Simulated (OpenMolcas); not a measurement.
**Run report: SOF2, single-point calculation (part 1 of 2)**

System: SOF2.
Method: CASSCF/ANO-S-VTZP (OpenMolcas 26.06).

The geometry comes from this level: PBE0-D4/def2-TZVP.

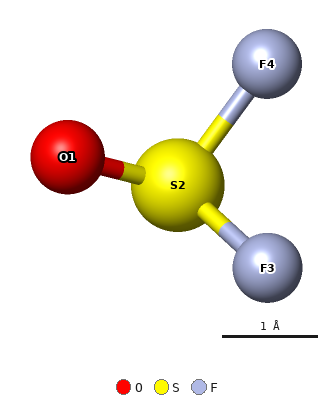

Fig. 1: The input geometry (ball-and-stick view, seen at a tilt; atoms are numbered from 1 in the order of the input). Bond lengths as drawn: F–S 1.59 Å and O–S 1.42 Å.

### Results in brief

- outcome: converged
- total energy: −671.369649 hartree
- CASSCF energy: −671.369649 hartree
- hardware: 1 thread of Arm Neoverse V1, 24 GiB of memory available, shared host
- wall time: 11 s
- peak memory: 0.37 GiB

### Remarks

The record of the run, not the program, notes: an active orbital turned away from the chosen space.

### Input
```
&GATEWAY
  Coord
  4
  angstrom
  O        0.932400       0.066600      -1.017800
  S       -0.151300      -0.426200      -0.245700
  F       -1.124400       0.804200       0.000400
  F        0.343300      -0.444600       1.263100
  Basis
  ANO-S-MB
  Group
  NoSym

&SEWARD

&RASSCF
  FileOrb
  $CurrDir/step1.ScfOrb
  Spin
  1
  Nactel
  4 0 0
  Inactive
  19
  Ras2
  4
  OrbListing
  Nothing
>>> COPY $Project.RunFile RUNFIL1
>>> COPY $Project.RasOrb INPORB

&GATEWAY
  Coord
  4
  angstrom
  O        0.932400       0.066600      -1.017800
  S       -0.151300      -0.426200      -0.245700
  F       -1.124400       0.804200       0.000400
  F        0.343300      -0.444600       1.263100
  Basis
  ANO-S-VTZP
  Group
  NoSym
  RICD

&SEWARD
>>> COPY $Project.RunFile RUNFIL2

&EXPBAS

&RASSCF
  FileOrb
  $Project.ExpOrb
  Spin
  1
  Nactel
  4 0 0
  Inactive
  19
  Ras2
  4
  OrbListing
  Nothing
  OrbAppear
  Compact
```

Launched with:
```bash
export MOLCAS_MEM=1860
pymolcas step2.input > step2.log
```

### What the program printed
```
--- Start Module: gateway ---

                                              &GATEWAY

                       available to each process: 1.9 GB of memory, 1 thread

++    Symmetry information:
      ---------------------

                    Character Table for C1

                             E
                    a        1  x, y, xy, Rz, z, xz, Ry, yz, Rx, I
--

++    Basis set information:
      ----------------------

      Basis set label: O.ANO-S...2S1P.

      Electronic valence basis set:
      ------------------
      Associated Effective Charge   8.000000 au
      Associated Actual Charge      8.000000 au
      Nuclear Model: Point charge

      Shell  nPrim  nBasis  Cartesian Spherical Contaminant
         s      10       2        X
         p       6       1        X

      Basis set label: S.ANO-S...3S2P.

      Electronic valence basis set:
      ------------------
      Associated Effective Charge  16.000000 au
      Associated Actual Charge     16.000000 au
      Nuclear Model: Point charge

      Shell  nPrim  nBasis  Cartesian Spherical Contaminant
         s      13       3        X
         p      10       2        X

      Basis set label: F.ANO-S...2S1P.

      Electronic valence basis set:
      ------------------
      Associated Effective Charge   9.000000 au
      Associated Actual Charge      9.000000 au
      Nuclear Model: Point charge

      Shell  nPrim  nBasis  Cartesian Spherical Contaminant
         s      10       2        X
         p       6       1        X
--

++    Molecular structure info:
      -------------------------

                    ************************************************
                    **** Cartesian Coordinates / bohr, angstrom ****
                    ************************************************

     Center  Label                x              y              z                     x              y              z
        1      O1               1.761981       0.125856      -1.923363              0.932400       0.066600      -1.017800
        2      S2              -0.285916      -0.805401      -0.464306             -0.151300      -0.426200      -0.245700
        3      F3              -2.124808       1.519718       0.000756             -1.124400       0.804200       0.000400
        4      F4               0.648743      -0.840172       2.386913              0.343300      -0.444600       1.263100

                    ***************************************
                    *    InterNuclear Distances / bohr    *
                    ***************************************

               1 O1            2 S2            3 F3            4 F4
    1 O1       0.000000
    2 S2       2.681411        0.000000
    3 F3       4.555460        3.000664        0.000000
    4 F4       4.555325        3.000707        4.353781        0.000000

                    *******************************************
                    *    InterNuclear Distances / angstrom    *
                    *******************************************

               1 O1            2 S2            3 F3            4 F4
    1 O1       0.000000
    2 S2       1.418942        0.000000
    3 F3       2.410645        1.587883        0.000000
    4 F4       2.410574        1.587906        2.303922        0.000000
--

            Nuclear Potential Energy            193.92951709 au

--- Stop Module: gateway /rc=_RC_ALL_IS_WELL_ ---

--- Start Module: seward ---

                                              &SEWARD

                       available to each process: 1.9 GB of memory, 1 thread

               SEWARD will generate:
                  Multipole Moment integrals up to order  2
                  Kinetic Energy integrals
                  Nuclear Attraction integrals (point charge)
                  One-Electron Hamiltonian integrals
                  Velocity integrals
                  Orbital angular momentum around ( -0.1047  -0.1259  -0.0029 )
                  Velocity quadrupole around ( -0.1047  -0.1259  -0.0029 )
                  Two-Electron Repulsion integrals

                   Integrals are discarded if absolute value <: 1.00E-14
                   Integral cutoff threshold is set to       <: 1.00E-16

            Nuclear Potential Energy            193.92951709 au

      Basis set specifications :
      Symmetry species         a
      Basis functions           24

--- Stop Module: seward /rc=_RC_ALL_IS_WELL_ ---

--- Start Module: rasscf ---

                                              &RASSCF

                       available to each process: 1.9 GB of memory, 1 thread

      Header of the ONEINT file:
      --------------------------

      OrdInt status: non-squared

      Cartesian coordinates in angstrom:
      -----------------------------------------------------
      No.  Label        X            Y            Z
      -----------------------------------------------------
       1   O1         0.93240000   0.06660000  -1.01780000
       2   S2        -0.15130000  -0.42620000  -0.24570000
       3   F3        -1.12440000   0.80420000   0.00040000
       4   F4         0.34330000  -0.44460000   1.26310000
      -----------------------------------------------------
      Nuclear repulsion energy =  193.92951709

++    Wave function specifications:
      -----------------------------

      Number of closed shell electrons          38
      Number of electrons in active shells       4
      Max number of holes in RAS1 space          0
      Max nr of electrons in RAS3 space          0
      Number of inactive orbitals               19
      Number of active orbitals                  4
      Number of secondary orbitals               1
      Spin quantum number                      0.0
      State symmetry                             1
--

++    Orbital specifications:
      -----------------------

      Symmetry species                           1
                                                 a
      Frozen orbitals                            0
      Inactive orbitals                         19
      Active orbitals                            4
      RAS1 orbitals                              0
      RAS2 orbitals                              4
      RAS3 orbitals                              0
      Secondary orbitals                         1
      Deleted orbitals                           0
      Number of basis functions                 24
--

++    CI expansion specifications:
      ----------------------------

      Number of CSFs                            20
      Number of spin combinations               21
      Number of determinants                    36
      Number of root(s) required                 1
      Root chosen for geometry opt.              1
      CI root used                               1

      highest root included in the CI            1
      max. size of the explicit Hamiltonian     20
--

++    Optimization specifications:
      ----------------------------

      RASSCF algorithm: Conventional
      Maximum number of macro iterations       200
      Maximum number of SX iterations          100
      Threshold for RASSCF energy            1.000E-08
      Threshold for max MO rotation          1.000E-01
      Threshold for max BLB element          1.000E-04
      Level shift parameter                  5.000E-01
      Make Quasi-Newton update
--

      The MO-coefficients are taken from the file:
      step1.ScfOrb
      Title: SCF orbitals

      Total molecular charge    0.00

      ************************************************************************************************************************
      *                                            Wave function control section                                             *
      ************************************************************************************************************************

                                         RASSCF iterations: Energy and convergence statistics
                                         ----------------------------------------------------

          iter iter root      energy       change     param      element    value   shift minimum  type update hh:mm:ss
 Nr of preliminary CI iterations:   1
        1   1    8    1  -670.73547432    0.00E+00  -1.93E-01*  19  24 1 -3.46E-02*  0.00   0.00    SX    NO    0:00:00
        2   1    8    1  -670.74612409   -1.06E-02*  8.89E-02   14  22 1 -1.57E-02*  0.00   0.00    SX    NO    0:00:00
        3   1    8    1  -670.75064390   -4.52E-03*  7.85E-02   19  24 1 -1.05E-02*  0.00   0.00    SX    NO    0:00:00
        4   1    9    1  -670.75435530   -3.71E-03*  6.53E-02   12  23 1  7.32E-03*  0.00   0.00    SX    NO    0:00:00
        5   1    8    1  -670.75691543   -2.56E-03*  7.14E-02   12  23 1  5.23E-03*  0.00   2.50    LS   YES    0:00:00
        6   1    7    1  -670.75870760   -1.79E-03*  5.88E-02   14  22 1  6.60E-03*  0.00   1.61    QN   YES    0:00:00
        7   1    7    1  -670.75946673   -7.59E-04* -1.90E-02   19  24 1  6.77E-03*  0.00   1.21    QN   YES    0:00:00
        8   1    7    1  -670.75968607   -2.19E-04* -1.60E-02   19  24 1  5.20E-03*  0.00   1.38    QN   YES    0:00:00
        9   1    6    1  -670.75979326   -1.07E-04* -2.12E-03   11  23 1 -8.66E-04*  0.00   0.99    QN   YES    0:00:00
       10   1    6    1  -670.75979619   -2.93E-06*  1.76E-03   19  24 1  1.61E-03*  0.00   0.99    QN   YES    0:00:00
       11   1    6    1  -670.75979834   -2.15E-06* -1.39E-03   11  24 1  6.74E-04*  0.00   0.71    QN   YES    0:00:00
       12   1    6    1  -670.75980010   -1.76E-06* -1.20E-03   19  24 1  4.31E-04*  0.00   1.40    QN   YES    0:00:00
       13   1    5    1  -670.75980072   -6.18E-07* -6.16E-04   19  24 1  1.45E-04*  0.00   1.20    QN   YES    0:00:00
       14   1    5    1  -670.75980089   -1.71E-07*  7.84E-04   19  24 1  6.79E-05   0.00   1.28    QN   YES    0:00:00
       15   1    5    1  -670.75980097   -8.04E-08*  1.19E-04   19  24 1 -5.46E-05   0.00   0.98    QN   YES    0:00:00
       16   1    4    1  -670.75980098   -8.77E-09  -1.78E-04   21  24 1 -2.16E-05   0.00   2.50    LS   YES    0:00:00
      Convergence after 16 iterations
       17   1    4    1  -670.75980098   -2.95E-10  -1.78E-04   19  24 1  6.33E-05   0.00   2.50    LS   YES    0:00:00

      ************************************************************************************************************************
                                                      Wave function printout:
                       occupation of active orbitals, and spin coupling of open shells (u,d: Spin up or down)
      ************************************************************************************************************************

      Note: transformation to natural orbitals
      has been made, which may change the order of the CSFs.

      printout of CI-coefficients larger than  0.05 for root  1
      energy=    -670.759801
      conf/sym  1111     Coeff  Weight
             1  2200  -0.96962 0.94017
             6  2020   0.07665 0.00587
             8  2002   0.09166 0.00840
            10  udud  -0.16860 0.02843
            12  0220   0.09570 0.00916
            14  0202   0.08148 0.00664

      Natural orbitals and occupation numbers for root  1
      sym 1:   1.937775   1.940727   0.060695   0.060803

      ************************************************************************************************************************
      *                                                    Final results                                                     *
      ************************************************************************************************************************

++    Final optimization conditions:
      ------------------------------

      Average CI energy                            -670.75980098
      RASSCF energy for state  1                   -670.75980098
      Super-CI energy                                -0.00000000
      RASSCF energy change                           -0.00000000
      Max change in MO coefficients              -1.274E-04
      Max non-diagonal density matrix element    -1.781E-04
      Maximum BLB matrix element                  6.330E-05
      (orbital pair  19,  24 in symmetry   1)
      Norm of electronic gradient            8.873E-05
--

      Final state energy(ies):
      ------------------------

::    RASSCF root number  1 Total energy:   -670.75980098
      Von Neumann Entropy (Root   1) =  0.39253

      Mulliken population analysis for root number:  1
      -----------------------------------------------

++    Molecular charges:
      ------------------

      Mulliken charges per centre
      ---------------------------

                O1      S2      F3      F4
      Total    8.6389 14.6308  9.3651  9.3651

      N-E     -0.6389  1.3692 -0.3651 -0.3651

      Total electronic charge=   42.000000

      Total            charge=   -0.000000
--

      Expectation values of various properties for root number:  1
      -----------------------------------------------------------

++    Molecular properties:
      ---------------------

      Charge (e):
                      =   -0.0000
      Dipole Moment (debye):
      Origin of the operator (angstrom)=   -0.0554   -0.0666   -0.0015
                   X= -1.4620E+00               Y= -1.7304E+00               Z= -1.2369E-02           Total=  2.2653E+00
      Quadrupole Moment (debye*angstrom):
      Origin of the operator (angstrom)=   -0.0554   -0.0666   -0.0015
                  XX= -3.2399E+01              XY=  5.3740E-01              XZ=  1.8830E+00              YY= -2.9577E+01
                  YZ=  1.0163E+00              ZZ= -3.2419E+01
      In traceless form (debye*angstrom)
                  XX= -1.4010E+00              XY=  8.0610E-01              XZ=  2.8245E+00              YY=  2.8323E+00
                  YZ=  1.5244E+00              ZZ= -1.4313E+00
--

      LoProp population analysis for root number:  1
      -----------------------------------------------

++    LoProp analysis:
      ----------------

++    Static properties:
      ------------------

      LoProp Charges per center

                   O1       S2       F3       F4
      Nuclear      8.0000  16.0000   9.0000   9.0000
      Electronic  -8.5948 -14.7396  -9.3328  -9.3328

      Total       -0.5948   1.2604  -0.3328  -0.3328
--

      Natural Bond Order analysis for root number:  1
```
